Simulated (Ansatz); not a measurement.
**CH4···AsH3: density, localisation and related maps**

The calculation's input:

```
crystal:
  periodic: [false, false, false]
  atoms:
    - {symbol: C, position_ang: [-0.033600, 0.101416, -1.760565]}
    - {symbol: H, position_ang: [-1.115269, 0.005256, -1.668782]}
    - {symbol: H, position_ang: [0.240176, 0.133738, -2.814860]}
    - {symbol: H, position_ang: [0.448892, -0.753664, -1.287324]}
    - {symbol: H, position_ang: [0.292444, 1.020000, -1.272739]}
    - {symbol: As, position_ang: [0.083490, 0.489062, 2.053315]}
    - {symbol: H, position_ang: [1.135662, -0.544099, 1.680090]}
    - {symbol: H, position_ang: [-0.004111, -0.034971, 3.479610]}
    - {symbol: H, position_ang: [-1.047683, -0.416740, 1.591353]}
basis:
  gaussian: {orbitals: "def2-TZVPPD.json"}
hamiltonian: {xc: pbe0, dispersion: d4}
output: {orbitals: {seedname: orbitals}}
```

Command:

```sh
ansatz run in.yaml --threads 4 --pin off --events-out ev --progress --plain --max-ram 9574MiB
```

Geometry: PBE0-D4/def2-TZVP.

Computed with Ansatz 0.2.0, RKS PBE0-D4/def2-TZVPPD.

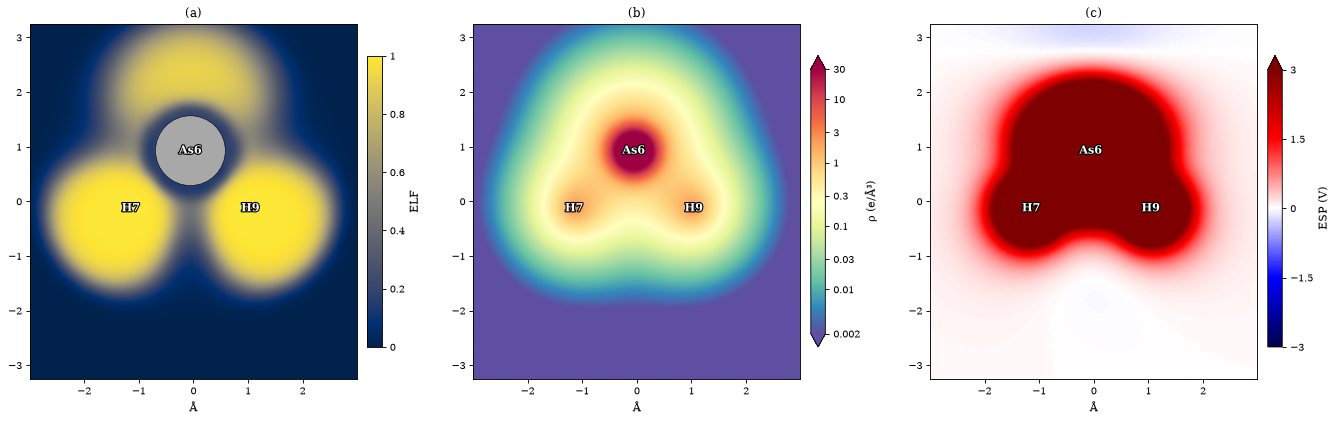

Figure 1. (a) electron localisation function; (b) total electron density; (c) electrostatic potential on the plane of atoms H7, As6 and H9. Grey discs cover the atomic cores in the ELF map.

Question: Read the bonding off the picture.

Answer:
- The plane passes through As and H nuclei.
- As–H (1.52 Å): ρ is about 1.1 e/Å³ halfway; the ELF climbs to about 1 towards the hydrogen, as it does in any bond to H.
- The ELF also peaks beside As6, away from the bonds: lone-pair regions.
- The potential has no marked negative region in this plane.

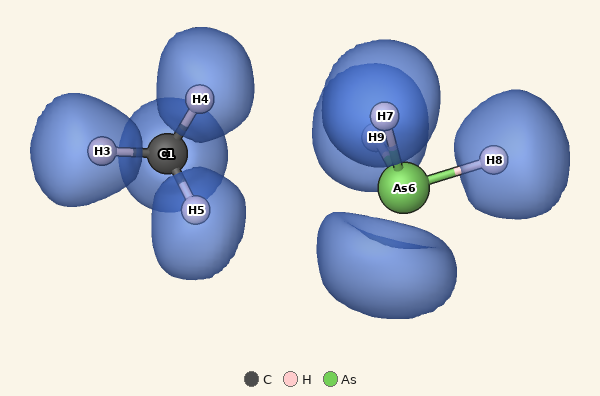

Figure 2. Isosurface of the ELF at 0.8 (blue), seen from one side. Only the valence region is drawn (cores and ρ < 0.01 e/Å³ removed).

Question: Where are the electrons localised?

Answer: The surface consists of seven regions around hydrogen nuclei and one lobe on As, pointing away from the bonds (lone pairs).


C1···As6 (3.84 Å): the ELF dips to about 0 between them (a non-bonded, intermolecular contact). C–H (1.09 Å): the ELF climbs to about 1 towards the hydrogen; a covalent bond by its length.

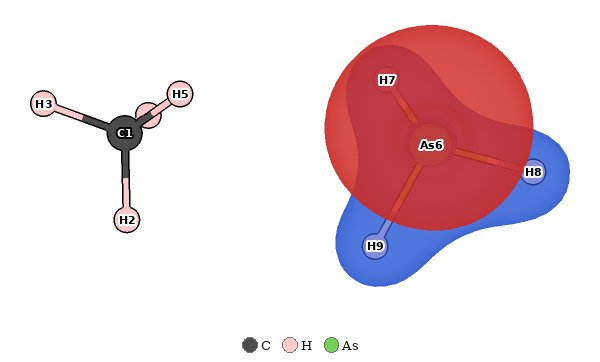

Figure 3. The HOMO at ±0.15 Å⁻³ᐟ² (blue and red are the two phases), seen at a tilt.

Question: What is the character of this orbital?

Answer: It lies mainly on As6 (about 80 %), H8 (about 5 %), H9 (about 5 %) and H7 (about 5 %); largely a lone pair of As6. Its energy is −7.80 eV.

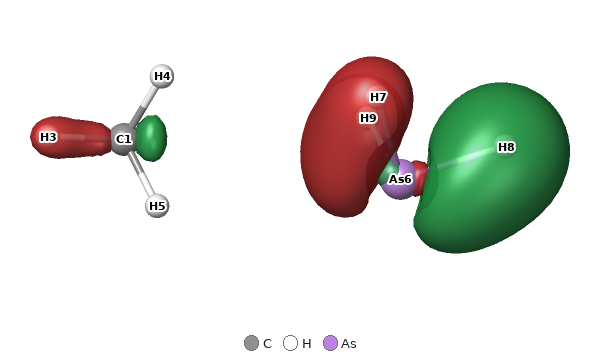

Figure 4. The HOMO−1 at ±0.15 Å⁻³ᐟ² (green and red are the two phases), seen from one side.

Question: Describe this orbital and give its energy.

Answer: By Hirshfeld shares it lies mainly on As6 (about 50 %), H8 (about 30 %), H9 (about 10 %) and H7 (about 10 %). Its energy is −10.21 eV.
